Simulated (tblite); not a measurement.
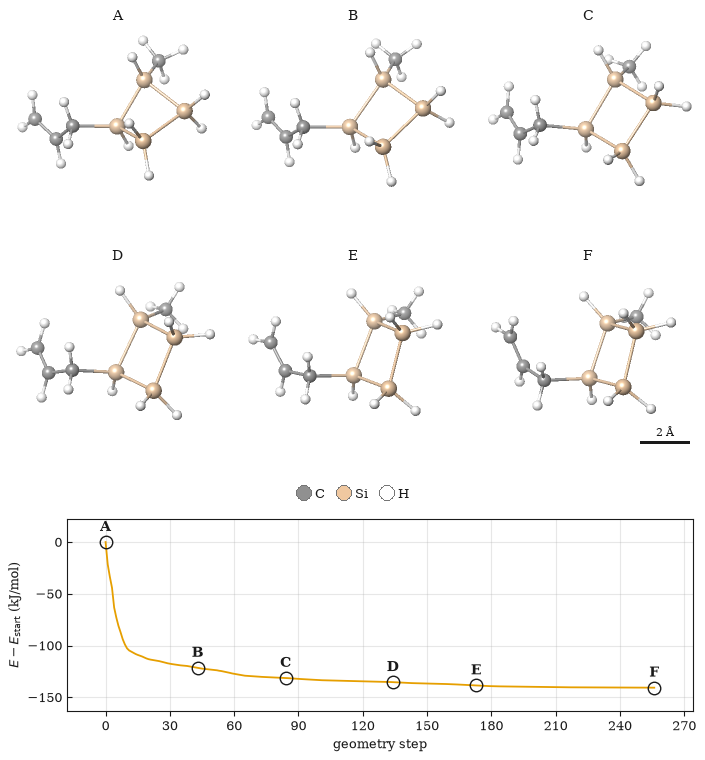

Frames of a relaxation of C4H14Si4, marked on the history of the run. Style: ball-and-stick. Shown from a free direction.

These are results of GFN2-xTB geometry optimisation, gas phase in tblite 0.8.0, not measurements. 

Describe the path.

Answer. An H atom moves most after the best rigid fit: 2.54 Å. Largest moves by element: H 2.54 Å, Si 1.26 Å, C 1.21 Å. Some distances before and after: Si–Si 3.023 → 3.349 Å, Si–Si 2.213 → 2.372 Å, Si–Si 2.243 → 2.357 Å, Si–Si 2.265 → 2.370 Å. Bond angles that change, for instance: H–Si–H 117.3° → 102.8°, H–Si–H 116.5° → 102.5°, C–Si–H 117.2° → 104.2°. Groups turn about Si–Si by about 50°, C–Si by about 50°, Si–Si by about 45°. After 256 geometry steps the energy has fallen by 140.7 kJ/mol. From step 0 to 43: H atoms move most (0.80 Å), energy −121.6 kJ/mol. From step 43 to 84: H atoms move most (0.86 Å), energy −9.78 kJ/mol. From step 84 to 134: an H atom moves most (0.79 Å), energy −4.02 kJ/mol. From step 134 to 173: an H atom moves most (0.82 Å), energy −3.16 kJ/mol. From step 173 to 256: an H atom moves most (0.58 Å), energy −2.17 kJ/mol.

| step | E − E(0), kJ/mol |
| --- | --- |
| 0 | 0.00 |
| 1 | -21.59 |
| 2 | -33.63 |
| 3 | -44.18 |
| 4 | -63.27 |
| 5 | -72.84 |
| 6 | -80.92 |
| 7 | -87.18 |
| 8 | -93.87 |
| 9 | -98.87 |
| 10 | -102.66 |
| 23 | -114.29 |
| 36 | -119.30 |
| 49 | -123.26 |
| 62 | -128.04 |
| 75 | -130.53 |
| 88 | -131.91 |
| 101 | -133.50 |
| 114 | -134.23 |
| 127 | -134.90 |
| 139 | -135.94 |
| 152 | -136.79 |
| 165 | -137.75 |
| 178 | -139.10 |
| 191 | -139.61 |
| 204 | -139.99 |
| 217 | -140.35 |
| 230 | -140.47 |
| 243 | -140.61 |
| 256 | -140.69 |
